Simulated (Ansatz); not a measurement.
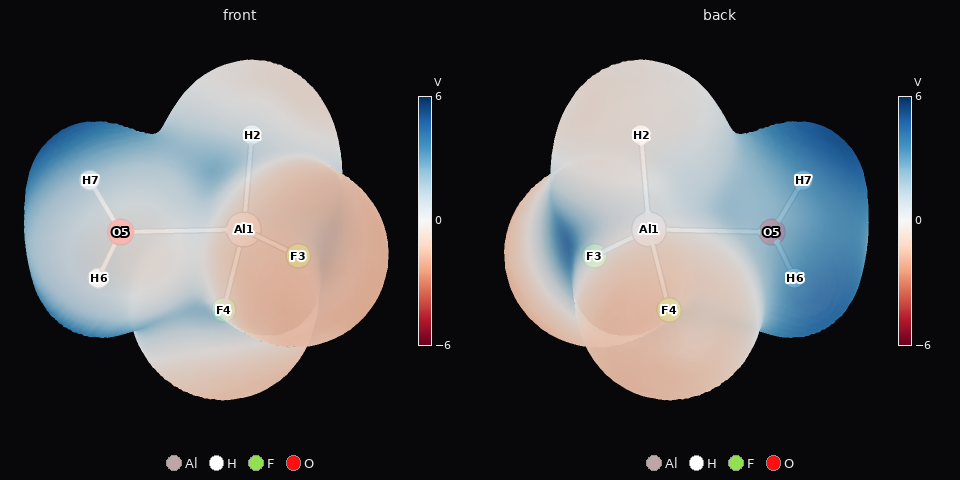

The picture shows: AlF2H3O. The electrostatic potential painted on the density surface at 0.004 e/bohr³, seen from the front and from behind; red is negative and blue positive.

Theory: RKS PBE0/6-31G* in Ansatz.

```yaml
atoms:
  - { symbol: Al, position_ang: [0.0793, 0.0121, 0.1345] }
  - { symbol: H, position_ang: [-0.0172, 0.7281, 1.5471] }
  - { symbol: F, position_ang: [1.4365, 0.2361, -0.7895] }
  - { symbol: F, position_ang: [-1.3330, -0.2958, -0.7125] }
  - { symbol: O, position_ang: [0.1377, -1.9099, 0.6744] }
  - { symbol: H, position_ang: [-0.6631, -2.2537, 0.2409] }
  - { symbol: H, position_ang: [0.0312, -2.0419, 1.6290] }
```

Q: Where is the surface potential most negative and most positive?

A: The most negative region (about −1.8 V) lies over F3, the most positive (about +5.0 V) over H7.
